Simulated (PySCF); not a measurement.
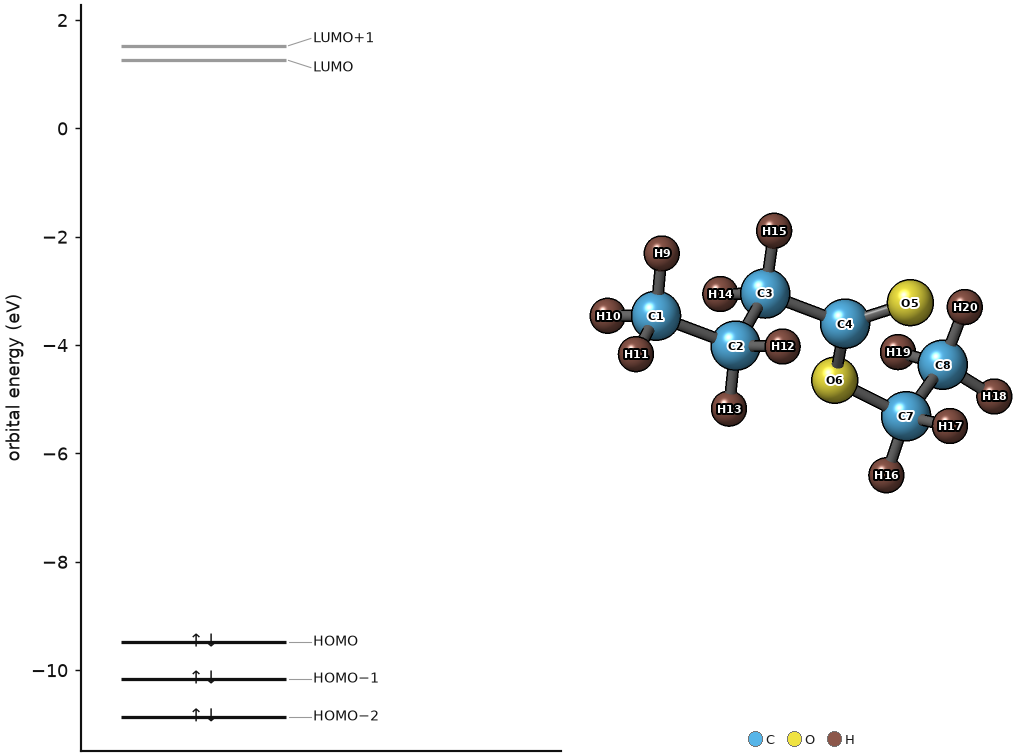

C₆H₁₂O₂ (ethyl butanoate), SMILES CCCC(=O)OCC. Kohn-Sham orbital energies near the frontier, CAM-B3LYP/def2-SVPD (IEF-PCM benzene), PySCF, at a PBE0-D3(BJ)/def2-SVP geometry (no frequency check); empty levels in grey, levels within 0.03 eV side by side.

> Where do the frontier orbitals lie?

HOMO at −9.48 eV, LUMO at 1.25 eV, 10.73 eV apart.

> How far below the HOMO does the next level lie?

0.68 eV.

> List the levels with the atoms that carry most of them (a dash for levels above zero or within 0.03 eV of another, where shares mean little).

```
orbital  energy (eV)              Löwdin shares
 LUMO+1         1.53                          –
   LUMO         1.25                          –
   HOMO        −9.48   O5 61 %, C3 10 %, O6 9 %
 HOMO−1       −10.16   O6 39 %, O5 24 %, C8 9 %
 HOMO−2       −10.86  C2 25 %, C1 15 %, C3 11 %
```

Known limits of this run: one conformer of a flexible molecule; empty levels above zero depend strongly on the basis.
